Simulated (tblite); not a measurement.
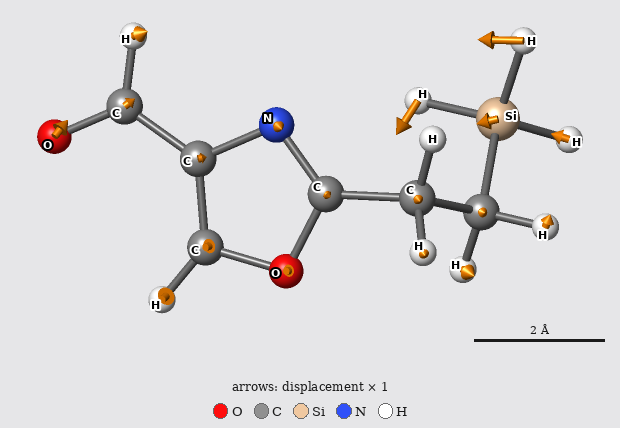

A relaxation of C$_{6}$H$_{9}$NO$_{2}$Si. The starting structure is drawn; orange arrows show the displacements, at their true length. The two geometries are superimposed by the best rigid fit.

Style: ball-and-stick. Shown at a tilt.

All numbers below come from GFN2-xTB geometry optimisation, gas phase (tblite 0.8.0). 

### Atoms of which element are displaced furthest, and by how much?

Hydrogen: up to 0.73 Å, against 0.36 Å for oxygen.

### What did the optimiser do to the structure, and how much energy did it gain?

An H atom moves most after the best rigid fit: 0.73 Å. Largest moves by element: H 0.73 Å, O 0.36 Å, Si 0.35 Å, C 0.25 Å, N 0.17 Å. Near-neighbour distances that change, for instance: C–Si 1.862 → 1.908 Å, C–O 1.245 → 1.205 Å, C–N 1.321 → 1.290 Å, H–Si 1.488 → 1.464 Å. Among the angles between lasting bonds that change: C–C–Si 116.8° → 112.9°, Si–C–H 106.7° → 110.3°, C–C–H 115.8° → 112.8°. Over 120 geometry steps the energy falls by 21.2 kJ/mol.
